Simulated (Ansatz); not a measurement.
**H on a Nb(100) slab cut from the Fm-3m phase: a line through an energy map**

Aim: follow the energy of H on a Nb(100) slab cut from the Fm-3m phase (3 atoms of substrate and one adsorbate in a 1 × 1 cell) along one coordinate, height of H4 above the plane of Nb3, with the other held at position of H4 along the second surface vector, from above Nb3 = 0.49 Å.

Program: Ansatz 0.2.0. Level of theory: DFT LDA, scalar-relativistic, plane waves, PAW. These are calculated values, not measurements.

2 further runs of the same task are left out: 2 set aside as unsound or not needed.

## (1) The system as given

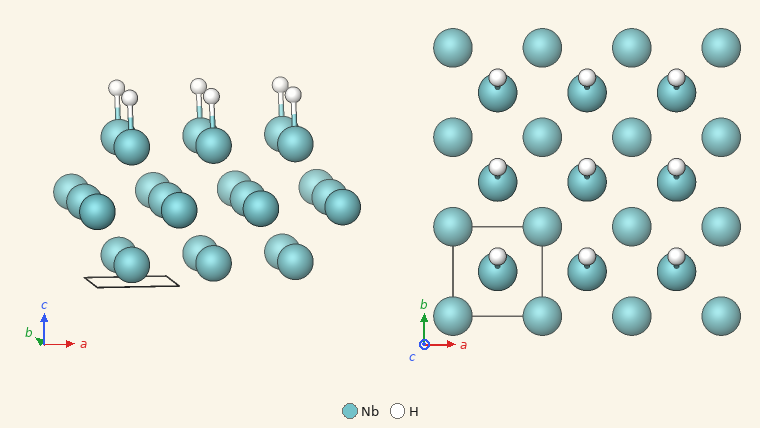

Start, viewed from the side (left, normal up) and from above (right); niobium teal, hydrogen white; 3×3 surface cells (two deep in side views), with atoms on the cell's edges repeated; the outline under the slab is one cell, and the vacuum is left out.

Coordinates:

```
CELL_PARAMETERS angstrom
2.92702 0.00000 0.00000
0.00000 2.92702 0.00000
0.00000 0.00000 21.19579
ATOMIC_POSITIONS crystal
Nb 0.50000 0.50000 0.18872
Nb 0.00000 0.00000 0.28769
Nb 0.50000 0.50000 0.38667
H 0.50000 0.66667 0.46640
```

This is the geometry of the first run shown, built on a cell relaxed beforehand with the same method.

## (2) Plan of the line

Atoms count from 1 in the order of the input.

H is moved along a line over the surface and along the normal, above a rigid substrate.

The axes are (1) position of H4 along the second surface vector, from above Nb3: 6 values from 0.00 to 2.44 Å, periodic; (2) height of H4 above the plane of Nb3: 7 values from 0.85 to 3.71 Å.

Nothing else is relaxed. Points are written as (first, second).

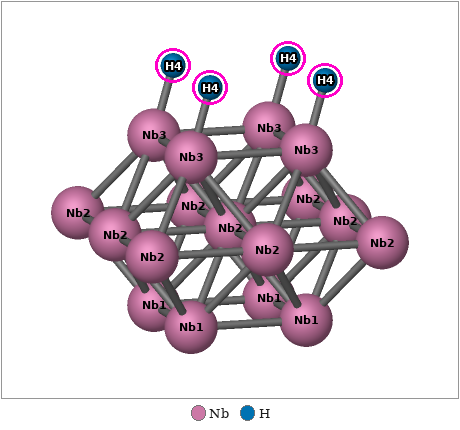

The geometry at (0.49 Å, 1.69 Å). Rings mark the moved atoms.

## (3) Grid point (0.49 Å, 1.69 Å)

A dipole layer in the vacuum cancels the field that periodic copies would set up if the slab's two faces differ.

File input.yaml:

```yaml
crystal:
  lattice:
    - [2.9270177637, 0.0, 0.0]
    - [0.0, 2.9270177637, 0.0]
    - [0.0, 0.0, 21.1957939222]
  atoms:
    - { symbol: Nb, position: [0.5, 0.5, 0.1887166867] }
    - { symbol: Nb, position: [0.0, 0.0, 0.2876907936] }
    - { symbol: Nb, position: [0.5, 0.5, 0.3866707684] }
    - { symbol: H, position: [0.5, 0.6666666667, 0.4664035685], spin: 1.0 }
basis:
  ecutwfc: 420
kpoints:
  mp_grid: { grid: [9, 9, 1] }
hamiltonian:
  xc: lda
scf:
  occupations: { method: gaussian, width: 0.1 }
output:
  forces: true
  eigenvalues: true
  populations: true
magnetization:
  spin_polarized: true
efield:
  axis: 3
  dipole_correction: true
  ramp_width: 0.04
```

Launch:

```bash
$ ansatz run input.yaml --threads 1 --pin off --max-ram 3072MiB --backend cpu --events-out ev --progress --plain --runs-dir out
```

Output, cut to the lines that bear on the results:

```text
Warning: RAYON_NUM_THREADS=1 ignored (pool sized by the plan → 1); use --threads N
[...]
Pseudopotentials: kind: paw
Pseudopotential: Nb, paw, valence charge 13, recommended cutoff 420 eV (normal), Nb.paw.azcp
Pseudopotential: H, paw, valence charge 1, recommended cutoff 420 eV (normal), H.paw.azcp
Functional definition: SPW92
[...]
Crystal: 4 atoms, lattice volume = 181.594 Å³
Basis set: ecut = 420 eV, 3491 PW (Γ)
Bands: 25, of which v1, the nominal top of the filled ones, is band 20 counted from 1 (19 counted from 0)
Symmetry: 2 space group operations
k-points: 25 of 81 (time reversal used)
[...]
Starting moments: Σ|m| = 1 μB on 1 of 4 sites
[...]
SCF iter   1: F=—  HF=-13342.064573 eV  |F-HF|=—  |Δ(HF+E_count)|=         —  Δρ=3.32e-2 (↑2.71e-2 ↓3.32e-2)  dr2=2.58e1  dr2_m=2.36e-1  M=0.096 μB ∫|m|=0.283 μB  β_m=0.30  ethr=3.10e-3  p=-0.000 e·Å  D=-1.33e-6 V/Å  ΔV_dip=0.00 eV  dr2_dipole=4.67e0  V_vac-E_F(+/−)=6.60/6.60 eV  [...]
spin=Collinear: LDOS preconditioning applied to the charge; magnetization (m = ρ↑ − ρ↓) channel mixes plain (no charge-response kernel on spin).
[...]
spin-set hold released at iteration 7 (site moments contracting): the magnetisation degrees of freedom join the quasi-Newton model from the next iteration; the mixer history was flushed
[...]
density mixer auto → msr1: a metal under ldos (density of states about μ 2.38 of a free-electron gas's, 14 screened modes)
[...]
SCF iter  16: F=-13339.638372 eV  HF=-13339.638372 eV  |F-HF|=1.09e-11  |Δ(HF+E_count)|=  2.06e-10  Δρ=1.19e-7 (↑1.19e-7 ↓1.08e-7)  dr2=2.36e-11  dr2_m=1.83e-11  M=-0.000 μB ∫|m|=0.000 μB  ethr=1.36e-12  p=-0.080 e·Å  D=-7.94e-2 V/Å  ΔV_dip=1.68 eV  dr2_dipole=3.21e-12  [...]
WARN: the starting moments were not kept: the SCF closed with an absolute magnetisation of 1.3e-5 μB, where they sum to 1 μB in size (1 site). That is at most 0.1 of that sum. Measured as dr2_m measures the in/out step, that magnetisation stands 1.7e-11 eV from none, at or under the [...]
SCF converged after 16 iterations
Magnetization: -0.0000 μB (20.0000 up, 20.0000 down)
Absolute magnetization: 0.0000 μB (∫|ρ↑−ρ↓|, with the PAW one-centre terms)
Spin contamination: 0.0000 ħ² per cell (⟨S²⟩ above its minimum at these occupations)
Per-site moments (μB) at R_I (Å): [(1.5898027111596145e-6, 1.20739482752625), (-2.1046657729002883e-6, 1.20739482752625), (-2.260331348366847e-6, 0.7255878809558918), (1.8619131880541453e-7, 0.7255878809558918)]
Free energy (F): -13339.638372 eV
[...]
E sigma→0 (E₀):  -13339.629984 eV
Entropy (-TS):   -0.016776 eV (-4.194 meV/atom)
Fermi energy:    1.632093 eV
Dipole field:    D = -0.079438 V/Å  (p = -0.079720 e·Å, saw-weighted, corrected)
Work function:   Φ+ = 6.3949 eV   Φ− = 4.7111 eV
Levels:          The Fermi level and band energies are counted from a zero that moves with the ramp; work functions are not
[...]
--- Forces (eV/Å), atoms counted from 1 ---
  atom   1  Nb     0.00000000     0.01946235     0.40310070
  atom   2  Nb     0.00000000    -0.28433377    -0.75418622
  atom   3  Nb     0.00000000    -0.25973512    -0.01560823
  atom   4  H      0.00000000     0.52460434     0.36668322
[...]
--- Band table (eV; the first three rows and the last of 50) ---
[... band rows left out ...]
[...]
--- Löwdin populations: 4 sites ---
  site symbol       q [e]    m [muB]
     0     Nb     13.0086     0.0000
     1     Nb     12.8595    -0.0000
     2     Nb     12.8552    -0.0000
     3      H      1.0928     0.0000
  spilling = 0.004596 (of n_electrons = 40.000000)
```

It took 38 s on 1 thread of Intel Xeon Platinum 8259CL at 2.50GHz (Skylake/Cascade Lake), shared host; peak memory 0.51 GiB.

This gives work function 6.39 eV (top face), 4.71 eV (bottom face); dipole along +c -0.080 e·Å per cell.

## (4) Point (0.49 Å, 2.11 Å)

input.yaml, as its differences from that of step 3:

```diff
@@ -9,3 +9,3 @@
     - { symbol: Nb, position: [0.5, 0.5, 0.3866707684] }
-    - { symbol: H, position: [0.5, 0.6666666667, 0.4664035685], spin: 1.0 }
+    - { symbol: H, position: [0.5, 0.6666666667, 0.4862188206], spin: 1.0 }
 basis:
```

Launch:

```bash
$ ansatz run input.yaml --threads 1 --pin off --max-ram 3072MiB --backend cpu --events-out ev --progress --plain --runs-dir out
```

Output, cut to the lines that bear on the results:

```text
Warning: RAYON_NUM_THREADS=1 ignored (pool sized by the plan → 1); use --threads N
[...]
[... 4 set-up lines as earlier in the session ...]
[...]
Crystal: 4 atoms, lattice volume = 181.594 Å³
Basis set: ecut = 420 eV, 3491 PW (Γ)
Bands: 25, of which v1, the nominal top of the filled ones, is band 20 counted from 1 (19 counted from 0)
[... 1 set-up line as earlier in the session ...]
k-points: 25 of 81 (time reversal used)
[...]
Starting moments: Σ|m| = 1 μB on 1 of 4 sites
[...]
SCF iter   1: F=—  HF=-13341.777749 eV  |F-HF|=—  |Δ(HF+E_count)|=         —  Δρ=2.84e-2 (↑2.75e-2 ↓2.84e-2)  dr2=2.31e1  dr2_m=1.12e-1  M=0.264 μB ∫|m|=0.484 μB  β_m=0.30  ethr=3.10e-3  p=-0.000 e·Å  D=-6.02e-9 V/Å  ΔV_dip=0.00 eV  dr2_dipole=1.96e0  V_vac-E_F(+/−)=6.50/6.50 eV  [...]
WARN: the starting moments were not kept: the SCF closed with an absolute magnetisation of 9.9e-6 μB, where they sum to 1 μB in size (1 site). That is at most 0.1 of that sum. Measured as dr2_m measures the in/out step, that magnetisation stands 1.2e-11 eV from none, at or under the [...]
Per-site moments (μB) at R_I (Å): [(-1.297212654064096e-7, 1.20739482752625), (-9.388352281892435e-7, 1.20739482752625), (-2.7520351294753294e-6, 0.8933348465026042), (-1.7958891413678685e-6, 0.8933348465026042)]
Free energy (F): -13339.189435 eV
[...]
E sigma→0 (E₀):  -13339.179634 eV
Entropy (-TS):   -0.019601 eV (-4.900 meV/atom)
Fermi energy:    1.580533 eV
Dipole field:    D = -0.088532 V/Å  (p = -0.088846 e·Å, saw-weighted, corrected)
Work function:   Φ+ = 6.5671 eV   Φ− = 4.6905 eV
Levels:          The Fermi level and band energies are counted from a zero that moves with the ramp; work functions are not
[...]
--- Forces (eV/Å), atoms counted from 1 ---
  atom   1  Nb     0.00000000    -0.00228693     0.35588779
  atom   2  Nb     0.00000000    -0.14563246    -0.70935043
  atom   3  Nb     0.00000000     0.10058000     2.15780384
  atom   4  H      0.00000000     0.04734094    -1.80433313
[...]
--- Band table (eV; the first three rows and the last of 50) ---
[... band rows left out ...]
[...]
--- Löwdin populations: 4 sites ---
  site symbol       q [e]    m [muB]
     0     Nb     13.0107    -0.0000
     1     Nb     12.8590    -0.0000
     2     Nb     12.8617    -0.0000
     3      H      1.0854    -0.0000
  spilling = 0.004580 (of n_electrons = 40.000000)
```

It took 41 s on 1 thread of Intel Xeon Platinum 8259CL at 2.50GHz (Skylake/Cascade Lake), shared host; peak memory 0.52 GiB.

From the log: work function 6.57 eV (top face), 4.69 eV (bottom face); dipole along +c -0.089 e·Å per cell.

## (5) Grid point (0.49 Å, 2.51 Å)

input.yaml, as its differences from that of step 4:

```diff
@@ -9,3 +9,3 @@
     - { symbol: Nb, position: [0.5, 0.5, 0.3866707684] }
-    - { symbol: H, position: [0.5, 0.6666666667, 0.4862188206], spin: 1.0 }
+    - { symbol: H, position: [0.5, 0.6666666667, 0.5050904892], spin: 1.0 }
 basis:
```

Launch:

```bash
$ ansatz run input.yaml --threads 1 --pin off --max-ram 3072MiB --backend cpu --events-out ev --progress --plain --runs-dir out
```

Output, cut to the lines that bear on the results:

```text
Warning: RAYON_NUM_THREADS=1 ignored (pool sized by the plan → 1); use --threads N
[...]
[... 4 set-up lines as earlier in the session ...]
[...]
Crystal: 4 atoms, lattice volume = 181.594 Å³
Basis set: ecut = 420 eV, 3491 PW (Γ)
Bands: 25, of which v1, the nominal top of the filled ones, is band 20 counted from 1 (19 counted from 0)
[... 1 set-up line as earlier in the session ...]
k-points: 25 of 81 (time reversal used)
[...]
Starting moments: Σ|m| = 1 μB on 1 of 4 sites
[...]
SCF iter   1: F=—  HF=-13341.372226 eV  |F-HF|=—  |Δ(HF+E_count)|=         —  Δρ=2.72e-2 (↑2.72e-2 ↓2.65e-2)  dr2=2.44e1  dr2_m=3.52e-2  M=0.538 μB ∫|m|=0.710 μB  β_m=0.30  ethr=3.10e-3  p=0.000 e·Å  D=1.01e-6 V/Å  ΔV_dip=-0.00 eV  dr2_dipole=4.99e-1  V_vac-E_F(+/−)=6.41/6.41 eV  [...]
WARN: the starting moments were not kept: the SCF closed with an absolute magnetisation of 8.9e-5 μB, where they sum to 1 μB in size (1 site). That is at most 0.1 of that sum. Measured as dr2_m measures the in/out step, that magnetisation stands 2.9e-9 eV from none, at or under the [...]
Per-site moments (μB) at R_I (Å): [(-1.438328911666224e-6, 1.20739482752625), (4.162580913257746e-6, 1.20739482752625), (4.700436414934305e-6, 1.0547492103636404), (5.6556537488000476e-5, 1.0547492103636404)]
Free energy (F): -13338.448517 eV
[...]
E sigma→0 (E₀):  -13338.437648 eV
Entropy (-TS):   -0.021738 eV (-5.435 meV/atom)
Fermi energy:    1.667038 eV
Dipole field:    D = -0.083677 V/Å  (p = -0.083974 e·Å, saw-weighted, corrected)
Work function:   Φ+ = 6.4209 eV   Φ− = 4.6473 eV
Levels:          The Fermi level and band energies are counted from a zero that moves with the ramp; work functions are not
[...]
--- Forces (eV/Å), atoms counted from 1 ---
  atom   1  Nb     0.00000000    -0.01158316     0.31753110
  atom   2  Nb     0.00000000    -0.05982331    -0.61894785
  atom   3  Nb     0.00000000     0.05473645     2.02078837
  atom   4  H      0.00000000     0.01667092    -1.71935715
[...]
--- Band table (eV; the first three rows and the last of 50) ---
[... band rows left out ...]
[...]
--- Löwdin populations: 4 sites ---
  site symbol       q [e]    m [muB]
     0     Nb     13.0116    -0.0000
     1     Nb     12.8514     0.0000
     2     Nb     12.8771     0.0000
     3      H      1.0761     0.0001
  spilling = 0.004595 (of n_electrons = 40.000000)
```

It took 59 s on 1 thread of Intel Xeon Platinum 8259CL at 2.50GHz (Skylake/Cascade Lake), shared host; peak memory 0.52 GiB.

This gives work function 6.42 eV (top face), 4.65 eV (bottom face); dipole along +c -0.084 e·Å per cell.

## (6) Point (0.49 Å, 3.01 Å)

input.yaml, as its differences from that of step 5:

```diff
@@ -9,3 +9,3 @@
     - { symbol: Nb, position: [0.5, 0.5, 0.3866707684] }
-    - { symbol: H, position: [0.5, 0.6666666667, 0.5050904892], spin: 1.0 }
+    - { symbol: H, position: [0.5, 0.6666666667, 0.5286800751], spin: 1.0 }
 basis:
```

Launch:

```bash
$ ansatz run input.yaml --threads 1 --pin off --max-ram 3072MiB --backend cpu --events-out ev --progress --plain --runs-dir out
```

Output, cut to the lines that bear on the results:

```text
Warning: RAYON_NUM_THREADS=1 ignored (pool sized by the plan → 1); use --threads N
[...]
[... 4 set-up lines as earlier in the session ...]
[...]
Crystal: 4 atoms, lattice volume = 181.594 Å³
Basis set: ecut = 420 eV, 3491 PW (Γ)
Bands: 25, of which v1, the nominal top of the filled ones, is band 20 counted from 1 (19 counted from 0)
[... 1 set-up line as earlier in the session ...]
k-points: 25 of 81 (time reversal used)
[...]
Starting moments: Σ|m| = 1 μB on 1 of 4 sites
[...]
Free energy (F): -13337.767376 eV
[...]
E sigma→0 (E₀):  -13337.755658 eV
Entropy (-TS):   -0.023437 eV (-5.859 meV/atom)
Fermi energy:    1.851760 eV
Dipole field:    D = -0.070026 V/Å  (p = -0.070275 e·Å, saw-weighted, corrected)
Work function:   Φ+ = 6.0724 eV   Φ− = 4.5881 eV
Levels:          The Fermi level and band energies are counted from a zero that moves with the ramp; work functions are not
[...]
--- Forces (eV/Å), atoms counted from 1 ---
  atom   1  Nb     0.00000000     0.00058355     0.20219825
  atom   2  Nb     0.00000000    -0.03353816    -0.36914555
  atom   3  Nb     0.00000000     0.06607190     1.13816553
  atom   4  H      0.00000000    -0.03311569    -0.97119537
[...]
--- Band table (eV; the first three rows and the last of 50) ---
[... band rows left out ...]
[...]
--- Löwdin populations: 4 sites ---
  site symbol       q [e]    m [muB]
     0     Nb     13.0064    -0.0734
     1     Nb     12.8379    -0.0257
     2     Nb     12.9186    -0.1160
     3      H      1.0624     0.6194
  spilling = 0.004366 (of n_electrons = 40.000000)
```

It took 43 s on 1 thread of Intel Xeon Platinum 8259CL at 2.50GHz (Skylake/Cascade Lake), shared host; peak memory 0.49 GiB.

This gives work function 6.07 eV (top face), 4.59 eV (bottom face); dipole along +c -0.070 e·Å per cell.

## (7) Point (0.49 Å, 3.71 Å)

input.yaml, as its differences from that of step 6:

```diff
@@ -9,3 +9,3 @@
     - { symbol: Nb, position: [0.5, 0.5, 0.3866707684] }
-    - { symbol: H, position: [0.5, 0.6666666667, 0.5286800751], spin: 1.0 }
+    - { symbol: H, position: [0.5, 0.6666666667, 0.5617054952], spin: 1.0 }
 basis:
```

Launch:

```bash
$ ansatz run input.yaml --threads 1 --pin off --max-ram 3072MiB --backend cpu --events-out ev --progress --plain --runs-dir out
```

Output, cut to the lines that bear on the results:

```text
Warning: RAYON_NUM_THREADS=1 ignored (pool sized by the plan → 1); use --threads N
[...]
[... 4 set-up lines as earlier in the session ...]
[...]
Crystal: 4 atoms, lattice volume = 181.594 Å³
Basis set: ecut = 420 eV, 3491 PW (Γ)
Bands: 25, of which v1, the nominal top of the filled ones, is band 20 counted from 1 (19 counted from 0)
[... 1 set-up line as earlier in the session ...]
k-points: 25 of 81 (time reversal used)
[...]
Starting moments: Σ|m| = 1 μB on 1 of 4 sites
[...]
SCF iter   1: F=—  HF=-13340.726194 eV  |F-HF|=—  |Δ(HF+E_count)|=         —  Δρ=2.67e-2 (↑2.67e-2 ↓2.64e-2)  dr2=2.76e1  dr2_m=5.23e-4  M=0.848 μB ∫|m|=0.952 μB  β_m=0.30  ethr=3.10e-3  p=0.000 e·Å  D=1.04e-6 V/Å  ΔV_dip=-0.00 eV  dr2_dipole=1.09e-2  V_vac-E_F(+/−)=6.33/6.33 eV  [...]
WARN: efield: at this solve's end the planar-averaged density reaches 1.13e-5 e/Å³ inside the ramp window [0.8080, 0.9424] (bound 1e-5 e/Å³), and -1.39e-6 e/Å³ on another of its planes; the window's nearer edge stands 5.22 Å from this solve's nearest atom along the axis. Its work [...]
Free energy (F): -13337.356814 eV
[...]
E sigma→0 (E₀):  -13337.340583 eV
Entropy (-TS):   -0.032462 eV (-8.115 meV/atom)
Fermi energy:    1.955731 eV
Dipole field:    D = -0.061564 V/Å  (p = -0.061783 e·Å, saw-weighted, corrected)
Work function:   Φ+ = 5.8827 eV   Φ− = 4.5777 eV
Levels:          The Fermi level and band energies are counted from a zero that moves with the ramp; work functions are not
Vacuum region:   at the solve's end the planar-averaged density reaches 1.13e-5 e/Å³ inside the ramp window [0.8080, 0.9424] (bound 1e-5 e/Å³), and -1.39e-6 e/Å³ on another of its planes
[...]
--- Forces (eV/Å), atoms counted from 1 ---
  atom   1  Nb     0.00000000     0.00022942     0.04140720
  atom   2  Nb     0.00000000    -0.00446393    -0.10216235
  atom   3  Nb     0.00000000     0.01245559     0.35976390
  atom   4  H      0.00000000    -0.00821966    -0.29896649
[...]
--- Band table (eV; the first three rows and the last of 50) ---
[... band rows left out ...]
[...]
--- Löwdin populations: 4 sites ---
  site symbol       q [e]    m [muB]
     0     Nb     13.0010    -0.0399
     1     Nb     12.8318    -0.0205
     2     Nb     12.9551    -0.0480
     3      H      1.0427     0.8865
  spilling = 0.004235 (of n_electrons = 40.000000)
```

It took 54 s on 1 thread of Intel Xeon Platinum 8259CL at 2.50GHz (Skylake/Cascade Lake), shared host; peak memory 0.52 GiB.

Read from this run: work function 5.88 eV (top face), 4.58 eV (bottom face); dipole along +c -0.062 e·Å per cell.

## (8) What came out

```
height of H4 above the plane of Nb3 (Å)  step  energy (eV)  slope (eV per Å)  magnetic moment (μB per cell)  work function of the top face (eV)  dipole moment (e·Å)
                                   1.69     3         0.00             −0.37                           0.00                                6.39               −0.080
                                   2.11     4         0.45              1.80                           0.00                                6.57               −0.089
                                   2.51     5         1.19              1.72                           0.00                                6.42               −0.084
                                   3.01     6         1.87              0.97                           0.40                                6.07               −0.070
                                   3.71     7         2.28              0.30                           0.78                                5.88               −0.062
```

Energies count from the lowest point of the line. Slopes come from the forces (and the stress, where the cell changes), not from differences of energies.

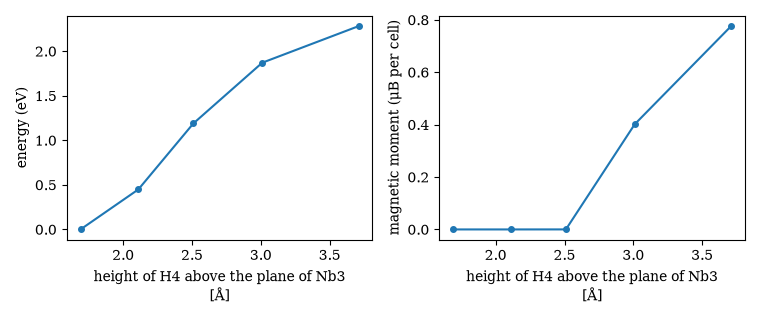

Energy and magnetic moment along the line.

In words: The lowest point computed is at the end of the line, 1.69 Å, but the slope there points inward, so the minimum lies between it and the next point. The highest point computed, at 3.71 Å, lies 2.28 eV above the lowest. This is one cut through a surface in two coordinates; the map's lowest point lies off it. The host is rigid and the atom is kept to this plane, so wells and barriers of the map are not those of diffusion.
